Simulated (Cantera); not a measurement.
Charge: 1 mol Si3N4, a varied amount of Cl2, 96 mol N2, equilibrated at 1073 K and 1.00 Torr.

These are equilibrium values from Cantera (NASA tables, ideal gas, pure condensed phases), not measurements of a reactor. Candidate condensed phases: Si, Si3N4; 13 gas species. The tables' values for SiCl3 are old estimates; treat these amounts as uncertain. Kinetics and transport are ignored.

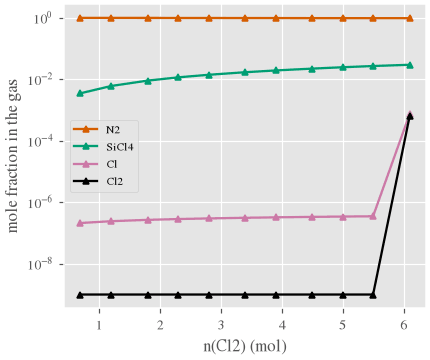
Figure: Equilibrium gas composition (values under 1e-9 drawn at 1e-9)

From 0.69 mol Cl2 to 5.5 mol Cl2 the condensed part is Si3N4(s). At 6.1 mol Cl2 nothing is condensed. The main Si-bearing gas is SiCl4 throughout. The share of Si in condensed phases is highest at 0.69 mol Cl2 (88.4 %) and lowest at 6.1 mol Cl2 (0.0 %).
